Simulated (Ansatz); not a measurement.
# CHOSi (quartet): one geometry, many settings

Aim: run CHOSi (quartet) at one geometry under a spread of methods and options, and see what each costs and gives.

The runs use Ansatz 0.2.0, Gaussian basis; the settings change from run to run.

21 further runs of the same task are left out: 10 that didn't finish, 11 set aside as unsound or not needed. Runs told in other sessions of the task aren't counted.

## (1) What is computed

The geometry is a PBE0/def2-TZVP stationary point (not a proven minimum).

4 atoms, charge 0, spin multiplicity 4.

Atoms are counted from 1 here; the program's logs count them from 0.

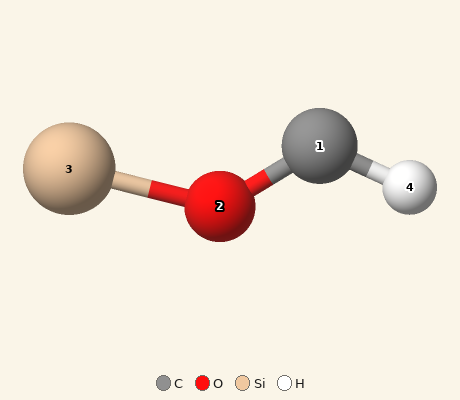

The structure; carbon grey, oxygen red, silicon light orange, hydrogen white; atoms are numbered from 1 in the order of the file.

## (2) MRCISD+Q(relaxed)(9,7)/6-31G

Contents of in.yaml:

```yaml
crystal:
  periodic: [false, false, false]
  atoms:
    - {symbol: C, position_ang: [0.000000, -0.310298, 1.646633]}
    - {symbol: O, position_ang: [0.000000, 0.351816, 0.544141]}
    - {symbol: Si, position_ang: [0.000000, -0.073198, -1.108628]}
    - {symbol: H, position_ang: [0.000000, 0.152652, 2.632314]}
basis:
  gaussian: {orbitals: 6-31G}
magnetization: {spin_polarized: false, initial_magnetization: 3}
correlation: {method: fic_mrcisd_q_relaxed, electrons: valence, active_space: {window: {electrons: 9, orbitals: 7}}}
```

Command:

```
> ansatz run in.yaml --threads 1 --pin off --events-out ev --progress --plain --max-ram 2393MiB
```

The program printed, cut to the lines that bear on the results:

```text
Functional definition: HF
  name "HF"
  cite "Fock, Z. Phys. 61, 126 (1930) doi:10.1007/BF01340294"
  parent pbe
[...]
374 factors; integrals over basis functions are off by at most 2.8e-4 eV
[...]
mean field -10939.67449782 eV, -402.0256226171 hartree, gradient 2.2e-6 eV, S^2 3.750000; 8 other end points of the search recorded, 0 dependent functions left out
reference -10939.67449782 eV, -402.0256226171 hartree; 16, 13 occupied and 17, 20 virtual orbitals, 374 factors
state -10940.42857804 eV, -402.0533345541 hartree
contracted CI cycle   1: correlation 0.00000000 eV, 0.0000000000 hartree, residual 1.98e1 eV
contracted CI cycle   2: correlation -4.72012231 eV, -0.1734612954 hartree, residual 4.53e0 eV
contracted CI cycle   3: correlation -4.99630980 eV, -0.1836109985 hartree, residual 1.58e0 eV
contracted CI cycle   4: correlation -5.03274748 eV, -0.1849500587 hartree, residual 6.41e-1 eV
contracted CI cycle   5: correlation -5.03899902 eV, -0.1851797983 hartree, residual 3.03e-1 eV
contracted CI cycle   6: correlation -5.04053400 eV, -0.1852362079 hartree, residual 1.38e-1 eV
contracted CI cycle   7: correlation -5.04093907 eV, -0.1852510940 hartree, residual 6.51e-2 eV
contracted CI cycle   8: correlation -5.04101536 eV, -0.1852538976 hartree, residual 2.92e-2 eV
contracted CI cycle   9: correlation -5.04102927 eV, -0.1852544089 hartree, residual 1.13e-2 eV
contracted CI cycle  10: correlation -5.04103139 eV, -0.1852544865 hartree, residual 4.34e-3 eV
[...]
state -10940.24697561 eV, -402.0466607880 hartree; corrected -10945.95301646 eV, -402.2563539216 hartree
state -10940.24697561 eV, -402.0466607880 hartree; corrected -10945.95301646 eV, -402.2563539216 hartree
state -10940.20206419 eV, -402.0450103238 hartree
contracted CI cycle   1: correlation -0.00000000 eV, -0.0000000000 hartree, residual 2.07e1 eV
contracted CI cycle   2: correlation -4.90666709 eV, -0.1803166897 hartree, residual 3.97e0 eV
contracted CI cycle   3: correlation -5.16961881 eV, -0.1899799872 hartree, residual 1.59e0 eV
contracted CI cycle   4: correlation -5.20632116 eV, -0.1913287738 hartree, residual 5.74e-1 eV
contracted CI cycle   5: correlation -5.21228420 eV, -0.1915479112 hartree, residual 2.37e-1 eV
contracted CI cycle   6: correlation -5.21350488 eV, -0.1915927704 hartree, residual 1.05e-1 eV
contracted CI cycle   7: correlation -5.21373779 eV, -0.1916013299 hartree, residual 4.64e-2 eV
contracted CI cycle   8: correlation -5.21377877 eV, -0.1916028358 hartree, residual 1.63e-2 eV
contracted CI cycle   9: correlation -5.21378355 eV, -0.1916030113 hartree, residual 5.87e-3 eV
contracted CI cycle  10: correlation -5.21378418 eV, -0.1916030345 hartree, residual 1.86e-3 eV
contracted CI cycle  11: correlation -5.21378424 eV, -0.1916030366 hartree, residual 6.54e-4 eV
state -10940.20206419 eV, -402.0450103238 hartree; corrected -10945.89389140 eV, -402.2541811156 hartree
state -10940.24697561 eV, -402.0466607880 hartree; corrected -10945.95301646 eV, -402.2563539216 hartree
WARN: the results are in doubt because another end's mean lies 0.182 eV lower, and its corrected mean 0.001 eV higher
Total energy: -10945.95301646 eV, -402.2563539216 hartree
In doubt: another end's mean lies 0.182 eV lower, and its corrected mean 0.001 eV higher
```

Wall time 6 s (1 thread of Arm Neoverse V1, shared host).

From the report: 121 determinants; active occupations 2.00, 1.99, 1.97, 1.01, 1.00, 1.00, 0.03. Mind the lines of doubt at the end of the log.

## (3) NEVPT4(SD)(5,5)/STO-3G

in.yaml, as its differences from that of step 2:

```diff
@@ -8,4 +8,4 @@
 basis:
-  gaussian: {orbitals: 6-31G}
+  gaussian: {orbitals: STO-3G, fitting: {mean_field: def2-universal-jkfit}}
 magnetization: {spin_polarized: false, initial_magnetization: 3}
-correlation: {method: fic_mrcisd_q_relaxed, electrons: valence, active_space: {window: {electrons: 9, orbitals: 7}}}
+correlation: {method: fic_nevpt4_sd, electrons: outside_noble_gas, active_space: {window: {electrons: 5, orbitals: 5}}}
```

Same command.

The program printed:

```text
Functional definition: HF
  name "HF"
  cite "Fock, Z. Phys. 61, 126 (1930) doi:10.1007/BF01340294"
  parent pbe
  exchange = exact_x
  correlation = 0
298 factors; integrals over basis functions are off by at most 7.5e-3 eV
mean field evaluation 1: about -10808.5285 eV, gradient 1.0e1 eV
mean field evaluation 2: about -10809.5846 eV, gradient 5.5e0 eV
mean field evaluation 4: about -10810.0141 eV, gradient 1.3e0 eV
mean field evaluation 8: about -10810.0262 eV, gradient 4.8e-5 eV
mean field evaluation 16: about -10809.8508 eV, gradient 5.3e-1 eV
mean field evaluation 32: about -10808.2701 eV, gradient 1.7e1 eV
mean field -10810.02615676 eV, -397.2611339622 hartree, gradient 1.7e-6 eV, S^2 3.750000; 7 other end points of the search recorded, 0 dependent functions left out
reference -10810.02615676 eV, -397.2611339622 hartree; 16, 13 occupied and 4, 7 virtual orbitals, 298 factors
state -10810.34124408 eV, -397.2727132073 hartree
state -10810.34124408 eV, -397.2727132073 hartree; corrected -10812.99387869 eV, -397.3701957312 hartree
Total energy: -10812.99387869 eV, -397.3701957312 hartree
```

Wall time 0.78 s (1 thread of Arm Neoverse V1, shared host).

From the report: 12 determinants; active occupations 1.97, 1.00, 1.00, 1.00, 0.03.

## (4) MP2 on ROHF/6-31G

in.yaml, as its differences from that of step 3:

```diff
@@ -8,4 +8,4 @@
 basis:
-  gaussian: {orbitals: STO-3G, fitting: {mean_field: def2-universal-jkfit}}
+  gaussian: {orbitals: 6-31G}
 magnetization: {spin_polarized: false, initial_magnetization: 3}
-correlation: {method: fic_nevpt4_sd, electrons: outside_noble_gas, active_space: {window: {electrons: 5, orbitals: 5}}}
+correlation: {method: mp2, electrons: valence}
```

The command is unchanged.

The program printed, cut to the lines that bear on the results:

```text
Functional definition: HF
  name "HF"
  cite "Fock, Z. Phys. 61, 126 (1930) doi:10.1007/BF01340294"
  parent pbe
[...]
374 factors; integrals over basis functions are off by at most 2.8e-4 eV
[...]
mean field -10939.67449782 eV, -402.0256226171 hartree, gradient 2.2e-6 eV, S^2 3.750000; 8 other end points of the search recorded, 0 dependent functions left out
[...]
7 core orbitals not correlated: weight in the atoms' cores, before any rotation towards them, 1.000 or more for the frozen orbitals, at most 0.000 for the correlated occupied ones
reference -10939.67449782 eV, -402.0256226171 hartree; 9, 6 occupied and 17, 20 virtual orbitals, 374 factors
second order -5.52599556 eV of doubles, -0.07866300 eV of singles
Total energy: -10945.27915638 eV, -402.2315900202 hartree
```

Wall time 0.96 s (1 thread of Arm Neoverse V1, shared host).

## (5) CCSD/6-31G

in.yaml, as its differences from that of step 4:

```diff
@@ -9,3 +9,5 @@
   gaussian: {orbitals: 6-31G}
-magnetization: {spin_polarized: false, initial_magnetization: 3}
-correlation: {method: mp2, electrons: valence}
+magnetization: {spin_polarized: true, initial_magnetization: 3}
+hamiltonian: {xc: {name: r2SCAN}}
+correlation: {method: ccsd, electrons: outside_noble_gas, diis_vectors: 4}
+output: {forces: true}
```

Launched as before.

The program printed, cut to the lines that bear on the results:

```text
Functional definition: r2SCAN
  name "r2SCAN"
  cite "Furness, Kaplan, Ning, Perdew & Sun, J. Phys. Chem. Lett. 11, 8208 (2020) doi:10.1021/acs.jpclett.0c02405"
  cite "Furness, Kaplan, Ning, Perdew & Sun, J. Phys. Chem. Lett. 11, 9248 (2020) doi:10.1021/acs.jpclett.0c03077"
  parent r2scan
[...]
374 factors; integrals over basis functions are off by at most 2.8e-4 eV
[...]
mean field -10968.60850340 eV, -403.0889277100 hartree, gradient 7.9e-7 eV, S^2 3.768735; 6 other end points of the search recorded, 0 dependent functions left out
7 core orbitals not correlated: weight in the atoms' cores, before any rotation towards them, 1.000 or more for the frozen orbitals, at most 0.000 for the correlated occupied ones
reference -10939.09738449 eV, -402.0044140937 hartree; 9, 6 occupied and 17, 20 virtual orbitals, 374 factors
second order -6.28333595 eV of doubles, -0.34717546 eV of singles
cycle   1  -6.26779175 eV  change    3.6e-1 eV  update   1.0e-1
[...]
cycle  17  -6.67886855 eV  change    9.0e-7 eV  update   7.7e-7
[...]
Total energy: -10945.77625304 eV, -402.2498579858 hartree
Atom 0 at     0.000000    -0.310298     1.646633 Å, force     0.000000    -1.432255     2.896865 eV/Å
Atom 1 at     0.000000     0.351816     0.544141 Å, force    -0.000000     1.709053    -1.067127 eV/Å
Atom 2 at     0.000000    -0.073198    -1.108628 Å, force    -0.000000    -0.283839    -2.029720 eV/Å
Atom 3 at     0.000000     0.152652     2.632314 Å, force    -0.000000     0.007041     0.199982 eV/Å
Dipole moment:     0.000000    -0.034592     0.148274 e Å
```

It took 13 s on 1 thread of Arm Neoverse V1, shared host.

From the report: ⟨S²⟩ of the determinant 3.769 (pure quartet: 3.75); correlation -6.6789 eV; T1 0.027; largest double amplitude 0.08. The orbitals are Kohn-Sham ones, so correlation energy and T1 don't compare with those on Hartree-Fock orbitals.

## (6) CCSD(T) on UHF/cc-pVDZ

in.yaml, as its differences from that of step 5:

```diff
@@ -8,6 +8,4 @@
 basis:
-  gaussian: {orbitals: 6-31G}
+  gaussian: {orbitals: cc-pVDZ}
 magnetization: {spin_polarized: true, initial_magnetization: 3}
-hamiltonian: {xc: {name: r2SCAN}}
-correlation: {method: ccsd, electrons: outside_noble_gas, diis_vectors: 4}
-output: {forces: true}
+correlation: {method: ccsd_t, electrons: valence}
```

Launched as before.

The program printed, cut to the lines that bear on the results:

```text
Functional definition: HF
  name "HF"
  cite "Fock, Z. Phys. 61, 126 (1930) doi:10.1007/BF01340294"
  parent pbe
[...]
489 factors; integrals over basis functions are off by at most 1.3e-3 eV
[...]
mean field -10942.16090978 eV, -402.1169965714 hartree, gradient 2.6e-6 eV, S^2 3.786310; 9 other end points of the search recorded, 0 dependent functions left out
determinant -10942.16090978 eV, -402.1169965714 hartree, with singles and doubles -10951.94518717 eV, -402.4765621335 hartree
determinant -10941.82507246 eV, -402.1046547775 hartree, with singles and doubles -10951.45506336 eV, -402.4585504156 hartree
determinant -10939.18299100 eV, -402.0075600748 hartree, with singles and doubles -10948.60980053 eV, -402.3539889351 hartree
determinant -10942.16090978 eV, -402.1169965714 hartree, with singles and doubles -10951.95341488 eV, -402.4768644962 hartree
determinant -10941.82507246 eV, -402.1046547775 hartree, with singles and doubles -10951.45652421 eV, -402.4586041007 hartree
7 core orbitals not correlated: weight in the atoms' cores, before any rotation towards them, 1.000 or more for the frozen orbitals, at most 0.000 for the correlated occupied ones
reference -10942.16090978 eV, -402.1169965714 hartree; 9, 6 occupied and 35, 38 virtual orbitals, 489 factors
second order -8.92025247 eV of doubles, -0.00000000 eV of singles
cycle   1  -9.79250779 eV  change   -2.7e-6 eV  update   2.7e-6
perturbative correction -0.30469242 eV, -0.0111972400 hartree
Total energy: -10952.25810999 eV, -402.4880618351 hartree
```

It took 9 s on 1 thread of Arm Neoverse V1, shared host.

From the report: ⟨S²⟩ of the determinant 3.786 (pure quartet: 3.75); correlation -10.0972 eV; T1 0.038; largest double amplitude 0.09.

## (7) CCSD(T) on ROHF/cc-pVDZ

in.yaml, as its differences from that of step 6:

```diff
@@ -9,3 +9,5 @@
   gaussian: {orbitals: cc-pVDZ}
-magnetization: {spin_polarized: true, initial_magnetization: 3}
+magnetization: {spin_polarized: false, initial_magnetization: 3}
 correlation: {method: ccsd_t, electrons: valence}
+accuracy: high
+scf: {lower_state_search: light}
```

Same command.

The program printed, cut to the lines that bear on the results:

```text
Functional definition: HF
  name "HF"
  cite "Fock, Z. Phys. 61, 126 (1930) doi:10.1007/BF01340294"
  parent pbe
[...]
1070 factors; integrals over basis functions are off by at most 3.5e-9 eV
[...]
mean field -10941.89961496 eV, -402.1073941639 hartree, gradient 6.4e-8 eV, S^2 3.750000; 7 other end points of the search recorded, 0 dependent functions left out
[...]
determinant -10941.89961496 eV, -402.1073941639 hartree, with singles and doubles -10951.93966793 eV, -402.4763593050 hartree
determinant -10941.56110005 eV, -402.0949539702 hartree, with singles and doubles -10951.44914804 eV, -402.4583330317 hartree
determinant -10941.89961496 eV, -402.1073941639 hartree, with singles and doubles -10951.94805151 eV, -402.4766673959 hartree
determinant -10941.56110005 eV, -402.0949539702 hartree, with singles and doubles -10951.45004890 eV, -402.4583661378 hartree
[...]
7 core orbitals not correlated: weight in the atoms' cores, before any rotation towards them, 1.000 or more for the frozen orbitals, at most 0.000 for the correlated occupied ones
reference -10941.89961496 eV, -402.1073941639 hartree; 9, 6 occupied and 35, 38 virtual orbitals, 1070 factors
second order -9.03879786 eV of doubles, -0.14825820 eV of singles
cycle   1  -10.04844100 eV  change   -4.5e-6 eV  update   2.9e-6
[...]
cycle  15  -10.04844311 eV  change   3.5e-10 eV  update  4.5e-10
perturbative correction -0.30940912 eV, -0.0113705755 hartree
Total energy: -10952.25746719 eV, -402.4880382126 hartree
```

It took 15 s on 1 thread of Arm Neoverse V1, shared host.

From the report: correlation -10.3579 eV; T1 0.043; largest double amplitude 0.09.

## (8) The runs in one table

Where basis and cores are those of an earlier UCCSDT(Q)/cc-pVDZ run (-10952.3270 eV), and the records show the same count of frozen orbitals and kind of state, the miss against it is given; a blank cell means that this couldn't be shown. † marks a result that the program doubts.

| level | correlated | functions | energy (eV) | from UCCSDT(Q) (meV) | time |
| --- | --- | --- | --- | --- | --- |
| MRCISD+Q(relaxed)(9,7)/6-31G † | valence | 33 | -10945.9530 |  | 6 s |
| NEVPT4(SD)(5,5)/STO-3G | outside noble gas | 20 | -10812.9939 |  | 0.78 s |
| MP2 on ROHF/6-31G | valence | 33 | -10945.2792 |  | 0.96 s |
| CCSD/6-31G (on r2SCAN orbitals) | outside noble gas | 33 | -10945.7763 |  | 13 s |
| CCSD(T) on UHF/cc-pVDZ | valence | 51 | -10952.2581 | 68.9 | 9 s |
| CCSD(T) on ROHF/cc-pVDZ | valence | 51 | -10952.2575 | 69.5 | 15 s |

## (9) Outcome

| quantity | value |
| --- | --- |
| runs | 6 |
| quickest | NEVPT4(SD)(5,5)/STO-3G, 0.78 s |
| slowest | CCSD(T) on ROHF/cc-pVDZ, 15 s |

Total energies in different bases, with other cores or another treatment of relativity can't be set against each other. CCSD(T) on ROHF/cc-pVDZ took 19 times as long as NEVPT4(SD)(5,5)/STO-3G; the jobs differ in more than the method. Among the correlated runs with a miss given, it spans +69 to +70 meV.
